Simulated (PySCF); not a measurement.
**C₅H₁₂FNSi₂: density, localisation and related maps**

Input

```
{"job": {"kind": "nmr", "xc": "PBE0", "basis": "pcSseg-1"}, "charge": 0, "multiplicity": 1}
C      1.006559     2.012769    -1.870462
C      1.330756     1.627653    -0.646644
Si     0.148880     0.836126     0.588056
N     -1.471624     0.972058     0.005832
Si    -2.843078    -0.069926     0.276156
C      0.531310    -1.015842     0.709474
F     -0.116942    -1.615915     1.776987
C      1.867040    -1.612328     0.387895
C      0.688887    -1.898674    -0.491327
H      0.005242     1.888132    -2.250611
H      1.715159     2.465646    -2.548128
H      2.350795     1.779286    -0.315296
H      0.342454     1.417998     1.925952
H     -1.703953     1.891337    -0.333908
H     -3.920063     0.542774    -0.506966
H     -2.504484    -1.394493    -0.235304
H     -3.194996    -0.122241     1.696261
H      2.222593    -2.408221     1.024885
H      2.642150    -0.955065     0.025531
H      0.255479    -2.886400    -0.442282
H      0.638917    -1.437732    -1.465623
```

Command:

```sh
OMP_NUM_THREADS=1 python probes_run.py task.json out
```

Geometry: GFN2-xTB.

All numbers below come from PBE0/pcSseg-1, SCF density, gas phase, non-relativistic (PySCF 2.14.0).

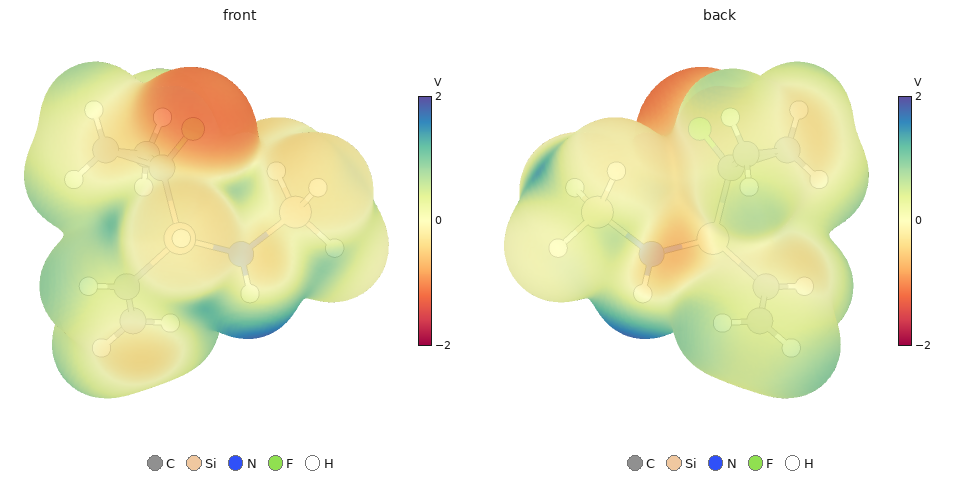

Figure 1. The molecular electrostatic potential painted on the density surface at 0.002 e/bohr³, seen from the front and from behind; the colour scale runs from red (negative) to blue (positive).

### Where is the surface potential most negative and most positive?

The most negative region (about −1.1 V, or −25 kcal/mol for a unit charge) lies over F7, the most positive (about +1.7 V, or +39 kcal/mol for a unit charge) over H14.

### What dipole moment does the calculation give?

Its dipole moment is 2.35 D.

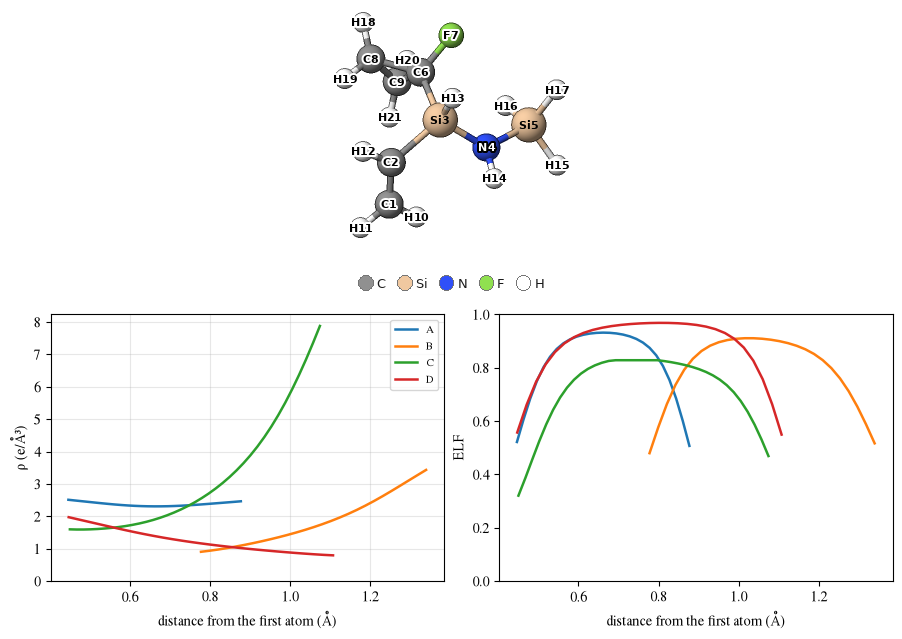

Figure 2. Electron density and ELF along straight lines between neighbouring atoms. The curves leave out the atomic cores. The structure is drawn too.

### Which curve belongs to which contact (C–C, C–F, C–Si and Si–N)? The first atom named is at distance zero.

Curve A: C–C (1.32 Å): the density is about 2.3 e/Å³ at the midpoint; the ELF peaks at about 0.95 between the atoms (a multiple bond). Curve B: Si–N (1.73 Å): ρ at the midpoint is about 1.1 e/Å³; the ELF peaks at about 0.90 between the atoms (a shared but strongly polarised pair). Curve C: C–F (1.39 Å): the density is about 2 e/Å³ at the midpoint, with its minimum of 1.6 e/Å³ about 0.5 Å from C; the ELF peaks at about 0.85 between the atoms: a polar covalent bond. Curve D: C–Si (1.88 Å): the density is about 0.94 e/Å³ at the midpoint; the ELF peaks at about 0.95 between the atoms, as expected for a shared electron pair.
